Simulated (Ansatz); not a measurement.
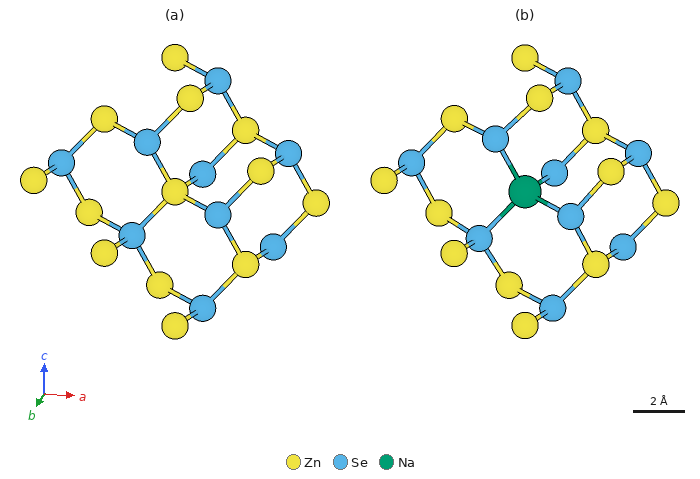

Left: perfect ZnSe. Right: the same region with one point defect, after relaxing the atoms in a supercell of 54 sites. The picture is a ball-and-stick view of the atoms within 6.0 Å of one point, in a slice 5.0 Å thick across the line of sight, seen from a free direction.

Level of theory: DFT, PBE, plane-wave PAW, default files, scalar-relativistic, frozen cores (Ansatz 0.2.0). (plane-wave cutoff 420 eV; k-point mesh 3 × 3 × 3; occupations fermi dirac; smearing width 0.01 eV; no spin polarisation) A uniform background neutralises the charged cell. The axes drawn are those of the host's conventional cell.

What kind of defect was made?

Answer. A zinc atom is replaced by sodium.

The charge state of the cell is −1.

What does the relaxation do around it?

Answer. In the host the Zn atom has 4 Se at 2.45 Å; the Na atom ends with 4 Se at 2.62 Å. Of the host's atoms, a selenium atom moves furthest from its site, by 0.16 Å. Relaxing the atoms from the host's sites lowers the energy by 0.50 eV.

Limits of the set-up: the cell is charged, on a uniform background, and energies carry no finite-size correction.
